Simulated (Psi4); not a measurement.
# triplet C3H3NS at 3 levels

Wanted: a comparison of 3 runs (UHF/3-21G, UDSD-PBEP86/6-31G*, UTPSSh/6-31G*) of triplet C3H3NS. 

The results are computed with Psi4 1.11.

### 1 The structure to begin with

C3H3NS: 8 atoms, total charge 0, spin state triplet. As SMILES of the parent species, `c1cscn1`. The coordinates come from a PBE0-D4/def2-TZVP relaxation. That shape belongs to the parent species and isn't relaxed for this state.

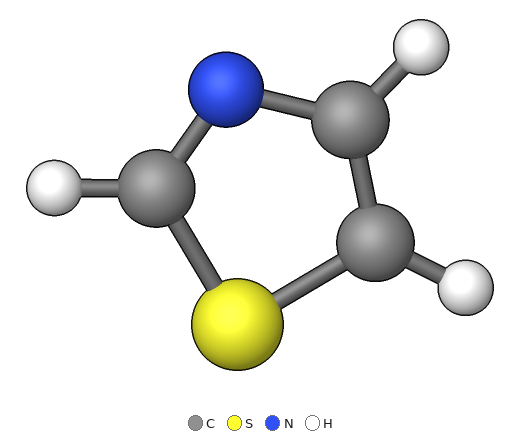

The structure, seen from a chosen angle (carbon grey, sulfur yellow, nitrogen blue, hydrogen white).

### 2 Energy and gradient at UHF/3-21G (run 1)

c3h3ns.in reads:

```
memory 1600 mb

molecule {
  0 3
  C     -0.315900     0.794600     0.466600
  C      0.996500     0.480400     0.288700
  S      1.117900    -0.982000    -0.578300
  C     -0.594400    -1.067400    -0.640100
  N     -1.212700    -0.085900    -0.061700
  H     -0.675700     1.673200     0.985500
  H      1.870300     1.021500     0.615600
  H     -1.093800    -1.891400    -1.132100
  symmetry c1
}

set {
  basis         3-21G
  reference     uhf
  puream        true
  e_convergence 1e-09
  d_convergence 1e-08
  scf_type      pk
  maxiter       100
}

e, wfn = gradient("scf", return_wfn=True)
oeprop(wfn, "MULLIKEN_CHARGES", "LOWDIN_CHARGES", "MAYER_INDICES", title="SCF")
```

Run with:

```bash
psi4 c3h3ns.in c3h3ns.out -n 1
```

c3h3ns.out:

```text
[...]
  Running in c1 symmetry.
[...]
  Nuclear repulsion =  206.486931293216486
[...]
  Multiplicity = 3
[...]
  Nalpha       = 23
  Nbeta        = 21
[...]
    Number of basis functions: 55
[...]
   @UHF iter   1:  -564.14449345107903    4.33809e-02   5.72105e-03 DIIS/ADIIS
[...]
   @UHF iter  19:  -564.24243901454167   -6.82121e-13   4.66125e-09 DIIS
[...]
   @S^2 Observed:                2.216613364E+00
[...]
  @UHF Final Energy:  -564.24243901454167
   => Energetics <=
    Nuclear Repulsion Energy =            206.4869312932164860
    One-Electron Energy =               -1184.4840423840682888
    Two-Electron Energy =                 413.7546720763102144
    Total Energy =                       -564.2424390145415600
  UHF NO Occupations:
  HONO-2 :   21  A 1.9001305
  HONO-1 :   22  A 1.0000000
[...]
  -Total Gradient:
     Atom            X                  Y                   Z
    ------   -----------------  -----------------  -----------------
       1        0.166009138945    -0.044220090266    -0.025154333175
       2       -0.145200850233    -0.018983860200    -0.012209763886
       3       -0.093116141673     0.060037896050     0.035024450100
       4        0.057748794824     0.052922656926     0.031765938023
       5        0.009040262974    -0.052590368512    -0.031147504624
       6       -0.002613145340     0.010227045450     0.006049453694
       7        0.011903894872     0.003521152994     0.002165612705
       8       -0.003771954376    -0.010914432440    -0.006493852836
[...]
```

Wall time 4.2 s (1 thread of Intel Xeon at 2.70GHz, shared host); peak memory 0.2 GiB.

### 3 The energy at UDSD-PBEP86/6-31G(d) (density fitting for correlation, spherical functions) (run 2)

input.inp reads:

```
memory 1600 MB

molecule geom {
  0 3
  C     -0.59696448     1.50157638     0.88174621
  C      1.88311208     0.90782443     0.54556393
  S      2.11252483    -1.85571105    -1.09282862
  C     -1.12325321    -2.01709367    -1.20961369
  N     -2.29167087    -0.16232747    -0.11659610
  H     -1.27688794     3.16188975     1.86232510
  H      3.53435477     1.93035524     1.16331540
  H     -2.06698244    -3.57422799    -2.13935895
  units au
  symmetry c1
  no_reorient
  no_com
}

set {
  basis                6-31G*
  reference            uks
  puream               true
  e_convergence        1e-09
  d_convergence        1e-08
  scf_type             pk
  dft_radial_points    99
  dft_spherical_points 590
  num_frozen_docc      9
  maxiter              100
}

E, wfn = energy('dsd-pbep86', return_wfn=True)
print_variables()
```

Run with:

```bash
psi4 -i input.inp -o input.out -n 1
```

input.out:

```text
[...]
  Running in c1 symmetry.
[...]
  Nuclear repulsion =  206.486931497896961
[...]
  Multiplicity = 3
[...]
  Nalpha       = 23
  Nbeta        = 21
[...]
    Number of basis functions: 80
[...]
   @UKS iter   1:  -567.72704668419283    6.91681e-02   5.37797e-03 DIIS/ADIIS
[...]
   @UKS iter  20:  -567.85336955165144   -1.25056e-12   5.71984e-09 DIIS
[...]
   @S^2 Observed:                2.112897763E+00
[...]
  @UKS Final Energy:  -567.85336955165144
   => Energetics <=
    Nuclear Repulsion Energy =            206.4869314978969612
    One-Electron Energy =               -1188.8376010703927932
    Two-Electron Energy =                 428.7378995726576250
    DFT Exchange-Correlation Energy =     -14.2405995518132045
    Empirical Dispersion Energy =           0.0000000000000000
    VV10 Nonlocal Energy =                  0.0000000000000000
    Total Energy =                       -567.8533695516514399
[...]
 Multipole Moments:
 ------------------------------------------------------------------------------------
     Multipole            Electronic (a.u.)      Nuclear  (a.u.)        Total (a.u.)
 ------------------------------------------------------------------------------------
 L = 1.  Multiply by 2.5417464519 to convert [e a0] to [Debye]
 Dipole X            :        -18.5244915           18.9265519            0.4020605
 Dipole Y            :         27.2792058          -26.9558093            0.3233966
 Dipole Z            :         16.3035653          -16.1089704            0.1945949
 Magnitude           :                                                    0.5514573
[...]
```

Wall time 39 s (1 thread of Intel Xeon at 2.70GHz, shared host); peak memory 0.76 GiB.

### 4 Energy and gradient at UTPSSh/6-31G(d) (spherical functions) (run 3)

job.py reads:

```python
import psi4

psi4.set_memory(1600000000)
psi4.set_num_threads(1)
psi4.set_output_file('run.log', False)

m = psi4.geometry("""
0 3
C     -0.59696448     1.50157638     0.88174621
C      1.88311208     0.90782443     0.54556393
S      2.11252483    -1.85571105    -1.09282862
C     -1.12325321    -2.01709367    -1.20961369
N     -2.29167087    -0.16232747    -0.11659610
H     -1.27688794     3.16188975     1.86232510
H      3.53435477     1.93035524     1.16331540
H     -2.06698244    -3.57422799    -2.13935895
units bohr
symmetry c1
no_reorient
no_com
""")

options = {'basis': '6-31G*', 'reference': 'uks', 'puream': True, 'e_convergence': 1e-09, 'd_convergence': 1e-08, 'scf_type': 'pk', 'dft_radial_points': 99, 'dft_spherical_points': 590, 'maxiter': 100}
psi4.set_options(options)

e, wfn = psi4.gradient('tpssh', molecule=m, return_wfn=True)
print('gradient / Eh bohr^-1')
print(e.np.round(6))
print(f'energy = {wfn.energy():.10f} Eh')
```

Run with:

```bash
python job.py
```

run.log:

```text
[...]
  Running in c1 symmetry.
[...]
  Nuclear repulsion =  206.486931497896961
[...]
  Multiplicity = 3
[...]
  Nalpha       = 23
  Nbeta        = 21
[...]
    Number of basis functions: 80
[...]
   @UKS iter   1:  -568.57809705435295    3.94272e-01   9.41807e-03 DIIS/ADIIS
[...]
   @UKS iter  19:  -568.91433817128404   -1.93268e-12   4.06593e-09 DIIS
[...]
   @S^2 Observed:                2.021300942E+00
[...]
  @UKS Final Energy:  -568.91433817128404
   => Energetics <=
    Nuclear Repulsion Energy =            206.4869314978969612
    One-Electron Energy =               -1189.3312571957117143
    Two-Electron Energy =                 459.2383063191335850
    DFT Exchange-Correlation Energy =     -45.3083187926029112
    Empirical Dispersion Energy =           0.0000000000000000
    VV10 Nonlocal Energy =                  0.0000000000000000
    Total Energy =                       -568.9143381712840437
[...]
  -Total Gradient:
     Atom            X                  Y                   Z
    ------   -----------------  -----------------  -----------------
       1        0.137341670170     0.003563141165     0.003010183173
       2       -0.100488753943     0.009537795784     0.005004459955
       3       -0.077672393195     0.029272837040     0.016868869556
       4        0.018545538617     0.043837616491     0.026131276089
       5        0.019670453764    -0.084725111021    -0.050145612939
       6        0.002439595852    -0.001023874078    -0.000592592316
       7       -0.000836038534    -0.000680403412    -0.000411025548
       8        0.001000265846     0.000216244166     0.000133397835
[...]
```

On the terminal:

```text
gradient / Eh bohr^-1
[[ 1.37342e-01  3.56300e-03  3.01000e-03]
 [-1.00489e-01  9.53800e-03  5.00400e-03]
 [-7.76720e-02  2.92730e-02  1.68690e-02]
 [ 1.85460e-02  4.38380e-02  2.61310e-02]
 [ 1.96700e-02 -8.47250e-02 -5.01460e-02]
 [ 2.44000e-03 -1.02400e-03 -5.93000e-04]
 [-8.36000e-04 -6.80000e-04 -4.11000e-04]
 [ 1.00000e-03  2.16000e-04  1.33000e-04]]
energy = -568.9143381713 Eh
```

It took 2.2 min on 1 thread of Intel Xeon at 2.70GHz, shared host; peak memory 1.1 GiB.

### 5 Overview of the runs

| run | level | task | frozen core orbitals | energy (Eh) | dipole moment (D) | HOMO energy (eV) | LUMO energy (eV) | wall time |
| --- | --- | --- | --- | --- | --- | --- | --- | --- |
| 1 | UHF/3-21G | gradient | 0 | -564.242439 | 1.36 | -6.27 | 0.42 | 4.2 s |
| 2 | UDSD-PBEP86/6-31G* (density fitting for correlation, spherical functions) | energy | 9 | -568.173797 | – | -4.94 | -1.39 | 39 s |
| 3 | UTPSSh/6-31G* (spherical functions) | gradient | 0 | -568.914338 | 1.38 | -2.59 | – | 2.2 min |

### 6 What came out

| quantity | value |
| --- | --- |
| run 3: total energy | -568.91434 Eh |
| run 3: dipole moment | 1.38 D |
| run 3: HOMO energy (highest over α and β) | -2.59 eV |
| run 3: ⟨S²⟩ | 2.021 |
| run 3: largest force on an atom | 7.066 eV/Å |

What this shows: Totals of different functionals can't be ranked against each other. Spin contamination of the reference: run 1 ⟨S²⟩ = 2.22, run 2 ⟨S²⟩ = 2.11. All runs together took 2.9 min, the longest 2.2 min.
